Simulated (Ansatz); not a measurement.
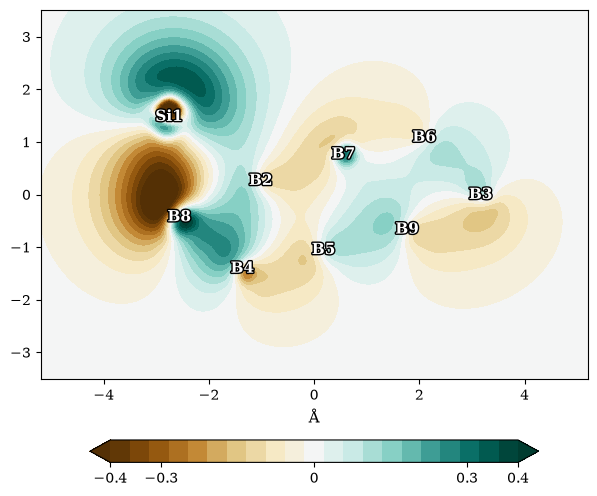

Figure. B8Si. The HOMO−1 on the molecular plane (values in Å⁻³ᐟ²; the overall sign is arbitrary).

Geometry: B3LYP-D4/def2-SVP.

These are results of RKS PBE0-D4/def2-TZVP in Ansatz, not measurements.

```yaml
atoms:
  - { symbol: Si, position_ang: [0.8924, -0.9160, -2.8589] }
  - { symbol: B, position_ang: [0.3644, -0.5224, -0.8396] }
  - { symbol: B, position_ang: [-1.2259, 2.1199, 1.9960] }
  - { symbol: B, position_ang: [0.7079, -1.8237, 0.2074] }
  - { symbol: B, position_ang: [0.0646, -0.5585, 0.9100] }
  - { symbol: B, position_ang: [-0.9465, 2.0925, 0.4926] }
  - { symbol: B, position_ang: [-0.3090, 0.8556, -0.2313] }
  - { symbol: B, position_ang: [1.0521, -2.0059, -1.2910] }
  - { symbol: B, position_ang: [-0.6000, 0.7585, 1.6148] }
```

Q: Describe this orbital and give its energy.

A: Its weight (Hirshfeld) is mainly on Si1 (about 50 %) and B8 (about 30 %); it is symmetric in the molecular plane (an in-plane orbital: σ, lone-pair or in-plane π type). Its energy is −7.49 eV.
